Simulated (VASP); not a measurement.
Band structure of PtAl2 (space group Fm-3m). Calculation: PBE GGA, VASP's PBE PAW potentials (set 64) (plane waves; VASP).

Unless said otherwise, spin-orbit coupling is left out, though it shifts the bands of the heavy elements here.

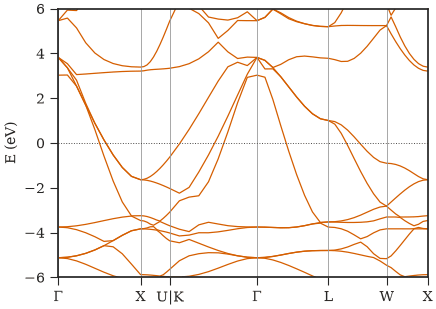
Fig. 1. Bands along high-symmetry lines, zero at the valence-band maximum or, without a gap, the Fermi level

Task: Read the plot: is there a gap, and where are the band edges?

Result: It has no gap at this level: it comes out as a metal or semimetal.

The structure is a typed PtAl2 crystal. The cell was not relaxed at this level.
